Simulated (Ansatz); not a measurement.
# Abstraction of Cl: CH7ClSi2 + GeH(CH3)2 → CH7Si2 + GeH(CH3)2Cl

Species: CH7ClSi2 `[SiH3]C[SiH2]Cl`, singlet; GeH(CH3)2, doublet; CH7Si2 `[SiH2]C[SiH3]`, doublet; GeH(CH3)2Cl, singlet. A radical takes Cl: the energy is the difference in strength between the Si–Cl bond broken and the Ge–Cl bond made.

Shapes, held fixed at every level: PBE0-D4/def2-TZVP. Flexible molecules stand in one conformer, not always the lowest. Programs: Ansatz 0.2.0. The zero-point and thermal change to 298 K, harmonic and unscaled (PBE0-D4/def2-TZVP), is -1.8 kJ/mol.

| level | kind | ΔH(298 K) (kJ/mol) | less CCSD(T)/def2-TZVPP | CPU time (sum over the molecules) |
| --- | --- | --- | --- | --- |
| SPW92/def2-TZVPP | LDA | +33.4 | +2.1 | 23 s |
| r2SCAN-D4/def2-TZVPP | meta-GGA | +32.2 | +0.9 | 94 s |
| BHLYP-D4/def2-TZVPP | global hybrid | +34.6 | +3.3 | 63 s |
| wB97M-V/def2-TZVPP | range-separated hybrid | +44.1 | +12.8 | 3.3 min |
| MP2/def2-SVP | perturbation theory | +27.6 | -3.7 | – |
| CCSD/def2-TZVPP | coupled cluster or CI | +31.6 | +0.3 | – |
| CCSD(T)/def2-TZVPP | coupled cluster or CI | +31.3 | 0.0 | 41 min |

The highest level, CCSD(T)/def2-TZVPP, gives ΔH(298 K) = +31.3 kJ/mol; the levels span +27.6 to +44.1. The column of differences is taken from that level and isn't an error. No measured value is set beside it here. Open shells run unrestricted unless RO is named. Relativity is left out for Ge unless named. Correlated rows may include outer-core shells of Ge, which these sets cover unevenly. Times are processor times on shared x86 and Arm servers, and rough.

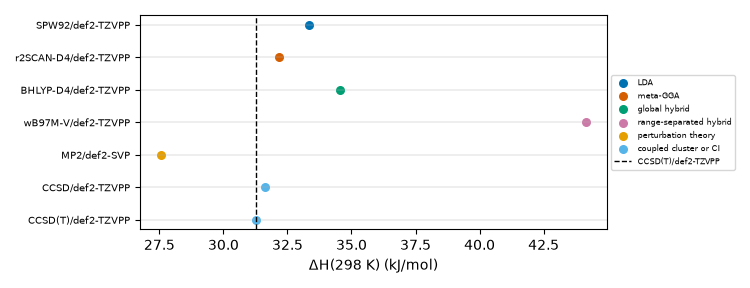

The values of the table, level by level.
